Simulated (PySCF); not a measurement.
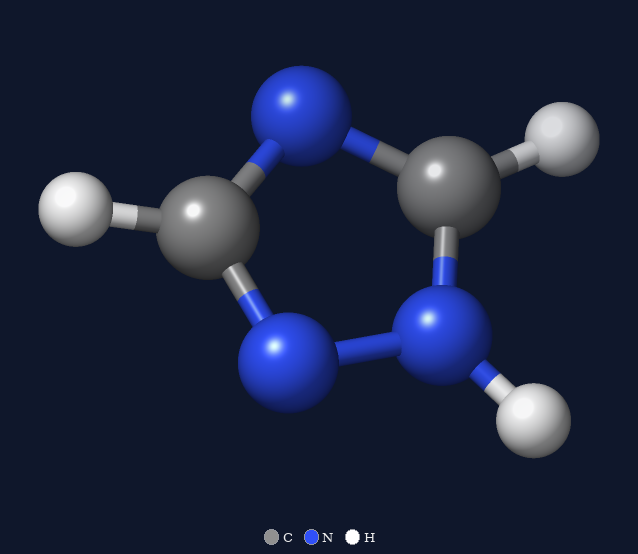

The geometry was computed by an optimisation with PBE0-D3(BJ)/def2-SVP. No frequency run is at hand to confirm it as a minimum.

What does the picture show?

It has 8 atoms: 2 carbon, 3 hydrogen and 3 nitrogen (C₂H₃N₃). As SMILES it reads `c1nc[nH]n1`. Independent rings (smallest set): 1 of 5 members, 1 of them aromatic. This geometry has Cs symmetry. All atoms lie on one plane. Coordination: 2 C trigonal planar; 2 N bent; 1 N trigonal planar.

The parts below concern this one geometry. Atoms keep their numbers from picture to picture.

### Geometry

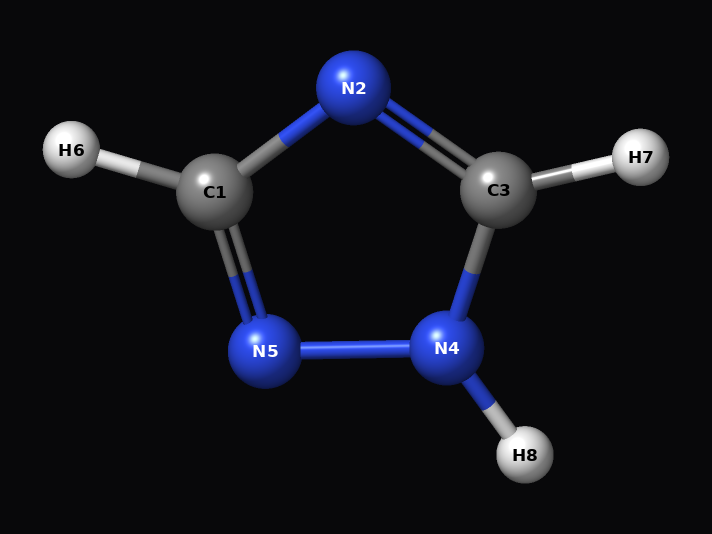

The atoms are numbered. No frequency run is at hand to confirm it as a minimum.

Give these bond angles: N2–C1–N5, N2–C1–H6, N5–C1–H6, C1–N2–C3, N2–C3–N4, N2–C3–H7, N4–C3–H7, C3–N4–N5, C3–N4–H8, N5–N4–H8, C1–N5–N4.

| angle | degrees |
| --- | --- |
| N2–C1–N5 | 114.9 |
| N2–C1–H6 | 123.4 |
| N5–C1–H6 | 121.7 |
| C1–N2–C3 | 102.8 |
| N2–C3–N4 | 109.5 |
| N2–C3–H7 | 127.0 |
| N4–C3–H7 | 123.5 |
| C3–N4–N5 | 110.5 |
| C3–N4–H8 | 129.1 |
| N5–N4–H8 | 120.3 |
| C1–N5–N4 | 102.2 |

### Dipole moment

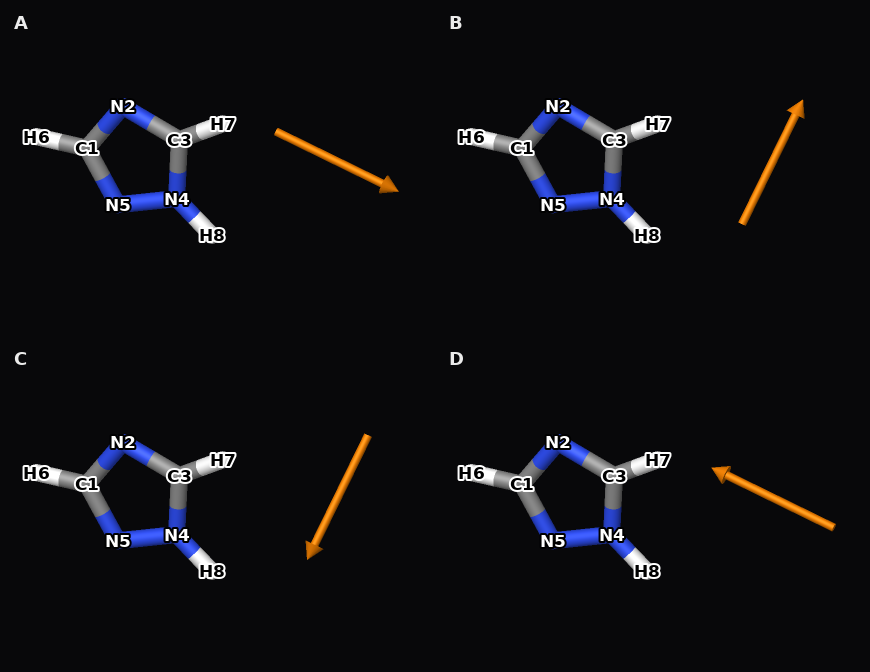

The same molecule four times, each with an arrow. No frequency run is at hand to confirm it as a minimum. Properties computed with BHandHLYP/pcJ-1, gas phase (PySCF 2.14.0).

Which arrow points along the dipole moment, from the negative to the positive end?

Answer. A. The dipole moment is 3.01 D; it points from the side of H6 to the side of H8 (the outermost atoms at the two ends).

### Quadrupole coupling

No frequency run is at hand to confirm it as a minimum. Electric field gradients from the ground-state density, HF/pcJ-1 (PySCF 2.14.0), non-relativistic apart from any core potentials.

Give the largest field-gradient component, the quadrupole coupling constant and the asymmetry for 14N at N2 (Q = 20.44 mb), 14N at N4 (Q = 20.44 mb), 14N at N5 (Q = 20.44 mb).

```
atom  V_zz (a.u.)  e²qQ/h (MHz)     η
  N2       −0.981         −4.71  0.07
  N4       −0.699         −3.35  0.41
  N5       −1.100         −5.29  0.50
```

### Spin–spin coupling

No frequency run is at hand to confirm it as a minimum. Properties computed with PBE/pcJ-1 indirect spin-spin coupling, non-relativistic, gas phase (PySCF 2.14.0). Isotopes: 13C, 1H, 15N.

Give the spin–spin coupling constants of these pairs, with the number of bonds between them: N2/C3, C3/H7, N4/N5, N4/H8, C1/N4, C1/C3, N2/N5, N2/H7, N2/N4, N5/H6, C1/H8, N2/H8, N4/H6, N5/H7.

| pair | bonds apart | J (Hz) |
| --- | --- | --- |
| N2, C3 | 1 | 4.5 |
| C3, H7 | 1 | 203.9 |
| N4, N5 | 1 | −13.5 |
| N4, H8 | 1 | −101.8 |
| C1, N4 | 2 | −3.1 |
| C1, C3 | 2 | −0.5 |
| N2, N5 | 2 | −1.2 |
| N2, H7 | 2 | −13.5 |
| N2, N4 | 2 | −1.1 |
| N5, H6 | 2 | −18.0 |
| C1, H8 | 3 | 13.6 |
| N2, H8 | 3 | 1.0 |
| N4, H6 | 3 | −6.4 |
| N5, H7 | 3 | 0.7 |
